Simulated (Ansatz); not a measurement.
**CsH (Fm-3m): displacement scan with seeded SCF runs from a Python script**

A script is to give a displacement scan with seeded SCF runs; the system is CsH (Fm-3m).

Program: Ansatz 0.2.0, driven from Python. Level of theory: DFT LDA, plane waves, PAW. These are calculated values, not measurements.

**1. The system**

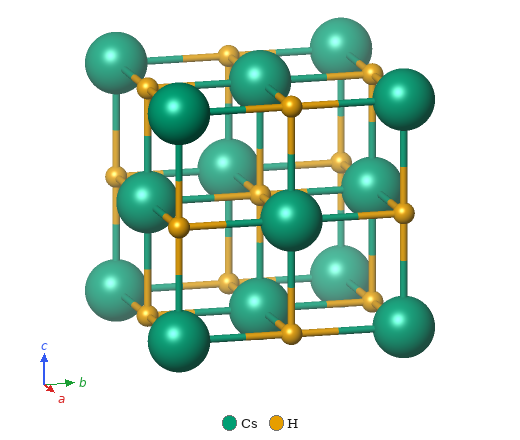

The starting structure, viewed slightly off an axis; caesium teal, hydrogen amber. The cell is the conventional one. Atoms on cell faces are repeated.

The script holds or builds the structure itself.

**2. The script**

run_walk.py reads:

```python
"""A displacement scan in CsH with warm starts."""

import warnings

import ansatz as az
import numpy as np


def main() -> None:
    warnings.simplefilter("ignore", az.DeckWarning)

    lattice = az.Lattice.of(
        (0.0, 3.188, 3.188),
        (3.188, 0.0, 3.188),
        (3.188, 3.188, 0.0),
    )
    sites = [
        ("Cs", (0.0, 0.0, 0.0)),
        ("H", (0.5, 0.5, 0.5)),
    ]
    structure = az.Crystal(lattice=lattice)
    for symbol, position in sites:
        structure = structure.atom(symbol, position)

    start = np.array(structure.resolved().sites[0].position)
    previous, rows = None, []
    for step in range(6):
        target = start + step * 0.005 * np.eye(3)[1]
        setup = (
            structure.move(0, to=target).calculation()
            .functional("LDA")
            .kpoints(4, center="gamma")  # the mesh must be finer for metals
            .occupations("Fixed")  # whole-number filling, right only where there is a gap
            .forces()  # minus the gradient of the free energy
        )
        session = setup.session()
        if previous is not None:
            session.seed_next_step(previous)
        previous = session.plan(retain="density").execute()
        report = previous.report
        shift = float(np.linalg.norm((target - start) @ np.array(report["lattice"]["cell_ang"])))
        rows.append((step, shift, report["lagrangian_ev"], float(np.linalg.norm(report["forces_ev_ang"][0])), report["n_iterations"], report["n_symmetry_ops"]))
    rows = [(row[0], row[1], 1000 * (row[2] - rows[0][2]), *row[3:]) for row in rows]
    print("          step         moved A          dE meV  force on it eV/A      iterations  symmetry operations")
    for row in rows:
        print(f"{str(row[0]):>14s}  {row[1]:14.4f}  {row[2]:14.3f}  {row[3]:16.4f}  {row[4]:14d}  {row[5]:19d}")


if __name__ == "__main__":
    main()
```

**3. The input behind the calls**

The engine receives this input (first run):

```yaml
crystal:
  lattice:
    - [0.0, 3.188, 3.188]
    - [3.188, 0.0, 3.188]
    - [3.188, 3.188, 0.0]
  atoms:
    - { symbol: Cs, position: [0.0, 0.0, 0.0] }
    - { symbol: H, position: [0.5, 0.5, 0.5] }
kpoints:
  mp_grid:
    grid: [4, 4, 4]
    shift: [0.0, 0.0, 0.0]
hamiltonian:
  xc: lda
scf:
  occupations:
    method: fixed
output:
  forces: true
```

**4. Running it**

Command:

```sh
> python run_walk.py
```

What it wrote:

```text
          step         moved A          dE meV  force on it eV/A      iterations  symmetry operations
             0          0.0000           0.000            0.0000               6                   48
             1          0.0225           0.111            0.0099               3                    4
             2          0.0451           0.443            0.0197               3                    4
             3          0.0676           0.999            0.0296               3                    4
             4          0.0902           1.778            0.0396               3                    4
             5          0.1127           2.784            0.0497               3                    4
```

It took 5.5 s on 1 thread of Arm Neoverse V1, shared host; peak memory 0.35 GiB.

**5. Inputs of later runs**

The engine's inputs for some of the other runs:

Run 2, against run 1:

```diff
@@ -7 +7 @@
-    - { symbol: Cs, position: [0.0, 0.0, 0.0] }
+    - { symbol: Cs, position: [0.0, 0.005, 0.0] }
```

Run 4, against run 1:

```diff
@@ -7 +7 @@
-    - { symbol: Cs, position: [0.0, 0.0, 0.0] }
+    - { symbol: Cs, position: [0.0, 0.015, 0.0] }
```

Run 5, against run 1:

```diff
@@ -7 +7 @@
-    - { symbol: Cs, position: [0.0, 0.0, 0.0] }
+    - { symbol: Cs, position: [0.0, 0.02, 0.0] }
```

**6. What each run gave**

One row for each of the 6 runs:

| run | shift of atom 1 from run 1 (Å) | energy from run 1 (meV/atom) | gap on the mesh (eV) | SCF cycles | CPU time (s) |
| --- | --- | --- | --- | --- | --- |
| 1 | 0.000 | 0.00 | 1.95 | 6 | 0.42 |
| 2 | 0.023 | 0.06 | 1.95 | 3 | 0.76 |
| 3 | 0.045 | 0.22 | 1.95 | 3 | 0.77 |
| 4 | 0.068 | 0.50 | 1.95 | 3 | 0.77 |
| 5 | 0.090 | 0.89 | 1.95 | 3 | 0.77 |
| 6 | 0.113 | 1.39 | 1.95 | 3 | 0.77 |

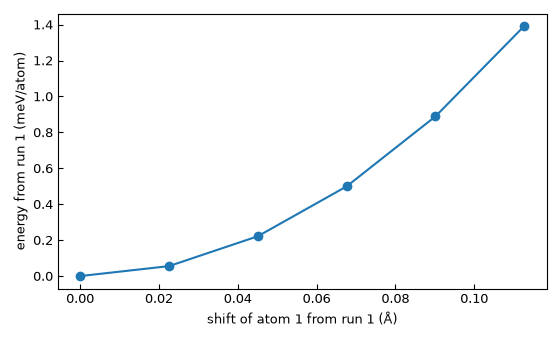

Energy against shift of atom 1 from run 1; lines join the points.

**7. Summary of results**

| quantity | value |
| --- | --- |
| runs compared | 6 |
| range of energy | 1.39 meV/atom |
| lowest point, shift of atom 1 from run 1 (Å) | 0.000 |

In words: The lowest point is at the first value of the scan; the highest lies 1.4 meV/atom above it. Notes:
- Energy and stress may still move on a finer k-point mesh.
- The first step keeps the crystal's symmetry; the moved atom lowers it.
